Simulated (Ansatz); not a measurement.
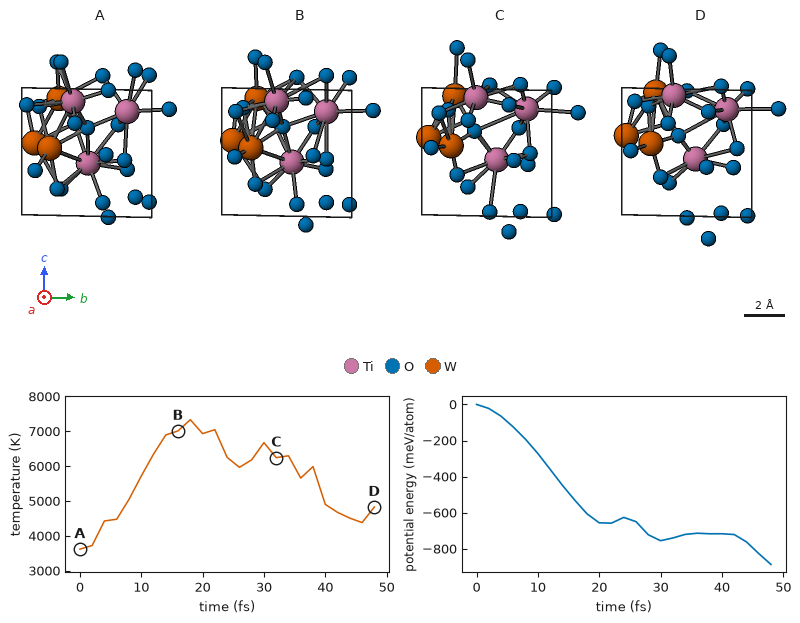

First-principles dynamics of an amorphous cell of composition TiWO5 (21 atoms in the cell), 48 fs long. Frames (A at 0 fs, B at 16 fs, C at 32 fs, D at 48 fs) and the history of the run. Style: ball-and-stick. Shown: the simulation cell, along the a axis. Bonds to atoms that aren't drawn are left out.

Theory: DFT PBE, scalar-relativistic, plane waves, PAW in Ansatz 0.2.0. Set-up: plane-wave cutoff 320 eV; k-point mesh 1 × 1 × 1; Fermi-Dirac smearing 0.328 eV; volume 1.05 times that of the relaxed crystal; set temperature 3800 K; time step 2 fs.

What happens in this trajectory?

In the second half of the run the atoms are, in the root-mean-square, this far from where they began (common drift taken out): O 0.79 Å, Ti 0.46 Å, W 0.34 Å. The run lasts only 48 fs, too short to tell vibration from diffusion. Bond changes: one O–O bond forms at about 18 fs; one O–O bond breaks at about 42 fs. Over the second half the temperature averages 5582 K (spread ±771 K). That is above the set 3800 K, because the structure releases potential energy faster than the thermostat removes it. The potential energy in the second half lies on average 735 meV per atom below the first frame. The mean pressure there is 12.7 GPa.

Limits of the set-up: the k-point mesh is coarse for a cell with partly filled bands; the cutoff lies below the recommended one; the periodic images lie only 6.4 Å apart, so the values are limited by the cell's size.
